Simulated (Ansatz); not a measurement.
# CH6Si (methylsilane) at wB97M-V/STO-3G

What is the electronic atomisation energy of CH6Si (methylsilane) at wB97M-V/STO-3G? 

The results are computed with Ansatz 0.2.0.

47 further runs of the same task are left out: 1 that didn't finish, 46 set aside as unsound or not needed.

## (1) The structure to begin with

The species is CH6Si (8 atoms), meant as a singlet with charge 0. SMILES: `C[SiH3]`. The coordinates come from a PBE0-D4/def2-TZVP relaxation.

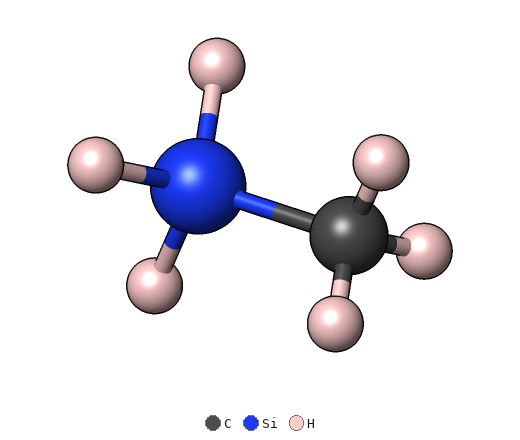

The structure, seen from a chosen angle (carbon dark grey, silicon blue, hydrogen pink).

## (2) The energy at wB97M-V/STO-3G

The input, run.yaml:

```yaml
crystal:
  periodic: [false, false, false]
  atoms:
    - symbol: C
      position_ang: [-0.181500, 0.239740, -0.940300]
    - symbol: Si
      position_ang: [0.162420, -0.214550, 0.841500]
    - symbol: H
      position_ang: [-1.240470, 0.112510, -1.175580]
    - symbol: H
      position_ang: [0.395470, -0.391420, -1.619800]
    - symbol: H
      position_ang: [0.086600, 1.280720, -1.133860]
    - symbol: H
      position_ang: [-0.624960, 0.646220, 1.765390]
    - symbol: H
      position_ang: [1.605560, -0.040010, 1.159870]
    - symbol: H
      position_ang: [-0.203110, -1.633210, 1.102780]
basis:
  gaussian:
    orbitals: STO-3G
hamiltonian:
  xc: {name: wB97M-V}
accuracy: high
```

Run with:

```bash
$ ansatz run run.yaml --threads 1 --pin off --max-ram 3480MiB --events-out events.jsonl --progress --plain --runs-dir runs
```

The program printed:

```text
Warning: RAYON_NUM_THREADS=1 ignored (pool sized by the plan → 1); use --threads N
Functional definition: wB97M-V
  name "wB97M-V"
  parameter omega = 0.3/bohr
  parameter cx = 0.15
  parameter cx01 = 1.007
  parameter cx10 = 0.259
  parameter css00 = 0.443
  parameter css04 = -1.437
  parameter css10 = -4.535
  parameter css20 = -3.390
  parameter css43 = 4.278
  parameter cos00 = 1.000
  parameter cos10 = 1.358
  parameter cos20 = 2.924
  parameter cos21 = -8.812
  parameter cos60 = -1.390
  parameter cos61 = 9.142
  parameter b = 6.0
  parameter c = 0.01
  gx(w, u) = 1 - cx + cx01*u + cx10*w
  gss(w, u) = css00 + css04*u^4 + css10*w + css20*w^2 + css43*w^4*u^3
  gos(w, u) = cos00 + cos10*w + (cos20 + cos21*u)*w^2 + (cos60 + cos61*u)*w^6
  exchange = spin_sum(e_x_unif_sr(omega)*gx(b97_w, b97_u_x)) + cx*exact_x_sr(omega) + exact_x_lr(omega)
  correlation = spin_sum(e_c_pw_mod_same_spin*gss(b97_w, b97_u_same))
      + integral(e_c_pw_mod_opposite_spin*gos(b97_w_opposite, b97_u_opposite)) + vv10(b, c)
361 factors; integrals over basis functions are off by at most 5.4e-9 eV
172 factors; integrals over basis functions are off by at most 1.6e-9 eV
mean field evaluation 1: about -8908.0924 eV, gradient 9.9e0 eV
mean field evaluation 2: about -8908.4642 eV, gradient 3.0e0 eV
mean field evaluation 4: about -8908.4942 eV, gradient 8.3e-2 eV
mean field evaluation 8: about -8908.4227 eV, gradient 1.2e-3 eV
mean field -8908.42271795 eV, -327.3784965387 hartree, gradient 6.8e-8 eV, S^2 0.000000; 0 other end points of the search recorded, 0 dependent functions left out
reference -8908.42272080 eV, -327.3784966434 hartree; 13, 13 occupied and 7, 7 virtual orbitals, 361 factors
Total energy: -8908.42272080 eV, -327.3784966434 hartree
```

Run time: 18 s. Hardware: 1 thread of Arm Neoverse V2, shared host; peak memory 0.31 GiB.

## (3) The C atom

The input, job.yaml:

```yaml
crystal:
  periodic: [false, false, false]
  atoms:
    - {symbol: C, position_ang: [0.000000, 0.000000, 0.000000]}
basis:
  gaussian: {orbitals: STO-3G}
magnetization: {spin_polarized: true, initial_magnetization: 2}
hamiltonian: {xc: {name: wB97M-V}}
accuracy: high
```

Run with:

```bash
$ ansatz run job.yaml --threads 1 --pin off --max-ram 3480MiB --events-out events.jsonl --progress --plain --runs-dir runs
```

The program printed, shortened:

```text
Warning: RAYON_NUM_THREADS=1 ignored (pool sized by the plan → 1); use --threads N
[... 2 set-up lines as earlier in the session ...]
[...]
  gx(w, u) = 1 - cx + cx01*u + cx10*w
  gss(w, u) = css00 + css04*u^4 + css10*w + css20*w^2 + css43*w^4*u^3
  gos(w, u) = cos00 + cos10*w + (cos20 + cos21*u)*w^2 + (cos60 + cos61*u)*w^6
[...]
      + integral(e_c_pw_mod_opposite_spin*gos(b97_w_opposite, b97_u_opposite)) + vv10(b, c)
15 factors; integrals over basis functions are off by at most 9.8e-10 eV
15 factors; integrals over basis functions are off by at most 5.5e-10 eV
[...]
mean field -1016.30781270 eV, -37.3486232384 hartree, gradient 0.0e0 eV, S^2 2.000000; 0 other end points of the search recorded, 0 dependent functions left out
reference -1016.30781374 eV, -37.3486232768 hartree; 4, 2 occupied and 1, 3 virtual orbitals, 15 factors
Total energy: -1016.30781374 eV, -37.3486232768 hartree
```

Run time: 0.91 s. Hardware: 1 thread of Arm Neoverse V2, shared host; peak memory 0.15 GiB.

## (4) The H atom, same level

The input, molecule.yaml:

```yaml
crystal:
  periodic: [false, false, false]
  atoms:
    - {symbol: H, position_ang: [0.000000, 0.000000, 0.000000]}
basis:
  gaussian:
    orbitals: STO-3G
magnetization:
  spin_polarized: true
  initial_magnetization: 1
hamiltonian:
  xc: {name: wB97M-V}
accuracy: high
```

Run the same way, it converges to -0.45654 Eh (log not shown).

## (5) The Si atom, same level

The input, molecule.yaml:

```yaml
basis:
  gaussian:
    orbitals: STO-3G
crystal:
  periodic: [false, false, false]
  atoms:
    - symbol: Si
      position_ang: [0.000000, 0.000000, 0.000000]
magnetization:
  spin_polarized: true
  initial_magnetization: 2
hamiltonian:
  xc: {name: wB97M-V}
accuracy: high
```

Run the same way, it converges to -285.96702 Eh (log not shown).

## (6) Outcome

Level: wB97M-V/STO-3G.

| quantity | value |
| --- | --- |
| molecule: total energy | -327.37850 Eh |
| C atom: total energy | -37.34862 Eh |
| C atom: ⟨S²⟩ | 2.000 |
| H atom: total energy | -0.45654 Eh |
| H atom: ⟨S²⟩ | 0.750 |
| Si atom: total energy | -285.96702 Eh |
| Si atom: ⟨S²⟩ | 2.000 |
| electronic atomisation energy | 36.017 eV |

Taking the molecule apart into free atoms costs 36.02 eV (831 kcal/mol), before zero-point energy and without spin-orbit coupling. In a minimal basis such a difference can be off by several eV, whatever the method.
